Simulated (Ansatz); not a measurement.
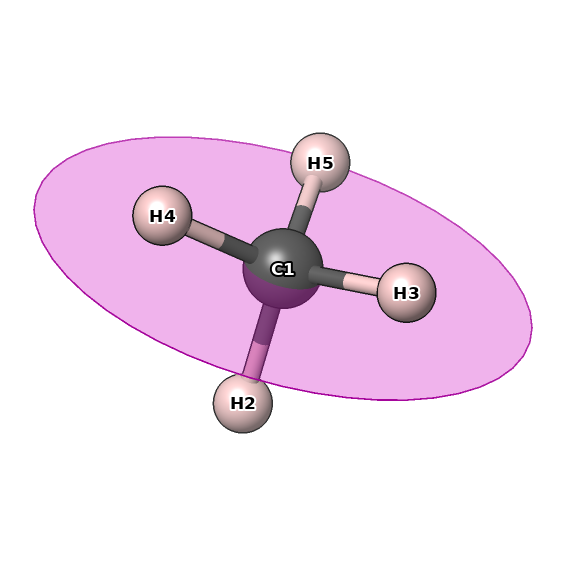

A disc through the centre of mass is drawn in. Depth is shown by fading: the farther an atom, the more it takes the colour of the background. Computed geometry: PBE0-D4/def2-TZVP optimisation.

> Is the plane of the disc a mirror plane of the structure?

No. The point group is Td, with 4 C3 axes, 3 C2 axes, 3 S4 axes and 6 mirror planes, and this plane isn't one of its mirror planes.
